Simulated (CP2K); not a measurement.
# Si2H5Cl (SMILES [SiH3][SiH2]Cl): GFN2-xTB

What is the energy change on altering one bond length of Si2H5Cl at GFN2-xTB? 

Program for the calculation: CP2K 2026.2.

2 further runs of the same task are left out: 2 set aside as unsound or not needed.

## 1. The molecule

Si2H5Cl has 8 atoms, charge 0, and is taken as a singlet. SMILES: `[SiH3][SiH2]Cl`. The shape is that of a PBE0-D4/def2-TZVP optimisation.

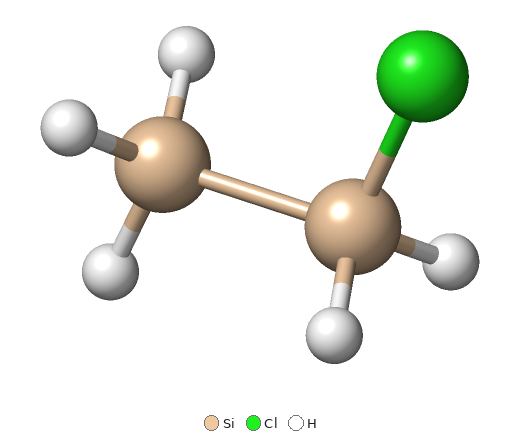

Viewed from a chosen angle; silicon light orange, chlorine green, hydrogen white.

## 2. A single-point energy at GFN2-xTB

Contents of gas.inp:

```
&global
    project_name gas
    run_type ENERGY
    print_level MEDIUM
&end global

&force_eval
    method QS
    &dft
        &qs
            method XTB
            eps_default 1.0E-10
            &xtb
                gfn_type TBLITE
                &tblite
                    method GFN2
                &end tblite
                check_atomic_charges F
            &end xtb
        &end qs
        &poisson
            periodic NONE
            poisson_solver ANALYTIC
        &end poisson
        &scf
            scf_guess ATOMIC
            eps_scf 1.0E-06
            max_scf 150
            added_mos 8
            &diagonalization
                algorithm STANDARD
            &end diagonalization
            &mixing
                method DIRECT_P_MIXING
                alpha 0.4
            &end mixing
        &end scf
        &print
            &moments
                periodic F
                reference COM
                max_moment 1
            &end moments
            &mo ON
                energies T
                occupation_numbers T
                ndigits 6
                &each
                    qs_scf 0
                &end each
                add_last NUMERIC
            &end mo
            &hirshfeld OFF
            &end hirshfeld
        &end print
    &end dft
    &subsys
        &cell
            abc 16.5 15.8 15
            periodic NONE
        &end cell
        &coord
            Si    -0.706500     0.881800    -0.390300
            Si     0.573400    -0.938800     0.325900
            Cl     2.431600    -0.252900     0.908000
            H     -2.053000     0.410100    -0.813000
            H     -0.034300     1.540700    -1.540000
            H     -0.854500     1.855700     0.722100
            H     -0.041800    -1.622800     1.491400
            H      0.777200    -1.930900    -0.759900
        &end coord
        &topology
            &center_coordinates
            &end center_coordinates
        &end topology
    &end subsys
&end force_eval
```

Launch:

```sh
$ OMP_NUM_THREADS=1 cp2k.psmp gas.inp > gas.out
```

The program printed:

```text
CP2K| version string:                                       CP2K version 2026.2
[...]
 GLOBAL| Method name                                                        CP2K
[...]
 GLOBAL| Run type                                                         ENERGY
[...]
                             - Atoms:                                          8
[...]
                             - Spherical basis functions:                     32
[...]
 Number of electrons:                                                         20
[...]
  *** SCF run converged in    19 steps ***
[...]
  Fermi energy:                                                -0.25027212241190
[...]
 TB_DIPOLE| Moment [Debye]         -2.47864362      -0.24630985      -0.86717491
 TB_DIPOLE| Derivative [a.u.]       0.00000000       0.00000000       0.00000000
[...]
 ENERGY| Total FORCE_EVAL ( QS ) energy [hartree]            -10.590503197174728
[...]
```

Run time: 0.24 s. Hardware: 1 thread of Arm Neoverse V2, shared host.

## 3. The distorted shape at the same level

Contents of job.inp:

```
&GLOBAL
   PROJECT_NAME job
   RUN_TYPE ENERGY
   PRINT_LEVEL MEDIUM
&END GLOBAL

&FORCE_EVAL
   METHOD QUICKSTEP
   &DFT
      CHARGE 0
      MULTIPLICITY 1
      &QS
         METHOD XTB
         EPS_DEFAULT 1.0E-10
         &XTB
            GFN_TYPE TBLITE
            &TBLITE
               METHOD GFN2
            &END TBLITE
            CHECK_ATOMIC_CHARGES F
         &END XTB
      &END QS
      &POISSON
         PERIODIC NONE
         POISSON_SOLVER ANALYTIC
      &END POISSON
      &SCF
         SCF_GUESS ATOMIC
         EPS_SCF 1.0E-06
         MAX_SCF 150
         ADDED_MOS 8
         &DIAGONALIZATION
            ALGORITHM STANDARD
         &END DIAGONALIZATION
         &MIXING
            METHOD DIRECT_P_MIXING
            ALPHA 0.4
         &END MIXING
      &END SCF
      &PRINT
         &MOMENTS
            PERIODIC F
            REFERENCE COM
            MAX_MOMENT 1
         &END MOMENTS
         &MO ON
            ENERGIES T
            OCCUPATION_NUMBERS T
            NDIGITS 6
            &EACH
               QS_SCF 0
            &END EACH
            ADD_LAST NUMERIC
         &END MO
         &HIRSHFELD OFF
         &END HIRSHFELD
      &END PRINT
   &END DFT
   &SUBSYS
      &CELL
         ABC [angstrom] 16.5 15.8 15.2
         PERIODIC NONE
      &END CELL
      &COORD
         Si    -0.614201     0.984421    -0.565162
         Si     0.665699    -0.836179     0.151038
         Cl     2.523899    -0.150279     0.733138
         H     -1.960701     0.512721    -0.987862
         H      0.057999     1.643321    -1.714862
         H     -0.762201     1.958321     0.547238
         H     -0.041800    -1.622800     1.491400
         H      0.869499    -1.828279    -0.934762
      &END COORD
      &TOPOLOGY
         &CENTER_COORDINATES
         &END CENTER_COORDINATES
      &END TOPOLOGY
   &END SUBSYS
&END FORCE_EVAL
```

Launch:

```sh
$ OMP_NUM_THREADS=1 cp2k.psmp -i job.inp -o job.out
```

The program printed:

```text
CP2K| version string:                                       CP2K version 2026.2
[...]
 GLOBAL| Method name                                                        CP2K
[...]
 GLOBAL| Run type                                                         ENERGY
[...]
                             - Atoms:                                          8
[...]
                             - Spherical basis functions:                     32
[...]
 Number of electrons:                                                         20
[...]
  *** SCF run converged in    19 steps ***
[...]
  Fermi energy:                                                -0.25534573119071
[...]
 TB_DIPOLE| Moment [Debye]         -2.22309179      -0.06702531      -1.21070730
 TB_DIPOLE| Derivative [a.u.]       0.00000000       0.00000000       0.00000000
[...]
 ENERGY| Total FORCE_EVAL ( QS ) energy [hartree]            -10.579196695005294
[...]
```

It took 0.24 s on 1 thread of Arm Neoverse V2, shared host.

## 4. What came out

At GFN2-xTB:

| quantity | value |
| --- | --- |
| first shape: total energy | -10.59050 Eh |
| first shape: dipole moment (from atomic charges alone) | 2.64 D |
| first shape: HOMO energy | -10.23 eV |
| first shape: LUMO energy | -5.91 eV |
| first shape: HOMO–LUMO gap | 4.31 eV |
| first shape: dispersion energy | -13.68 kJ/mol |
| distorted shape: total energy | -10.57920 Eh |
| distorted shape: dipole moment (from atomic charges alone) | 2.53 D |
| distorted shape: HOMO energy | -10.26 eV |
| distorted shape: LUMO energy | -6.05 eV |
| distorted shape: HOMO–LUMO gap | 4.21 eV |
| distorted shape: dispersion energy | -14.26 kJ/mol |
| energy change with the Si2–H7 bond stretched from 1.485 to 1.708 Å | 0.308 eV |

**Reading.** With the Si2–H7 bond stretched from 1.485 to 1.708 Å the energy rises by 0.31 eV (29.7 kJ/mol). The first shape isn't relaxed at this level, so the change isn't measured from a minimum. The dipole (first shape) comes from point charges on the atoms alone, without atomic dipoles, so it is partial. The dipole (distorted shape) comes from point charges on the atoms alone, without atomic dipoles, so it is partial.
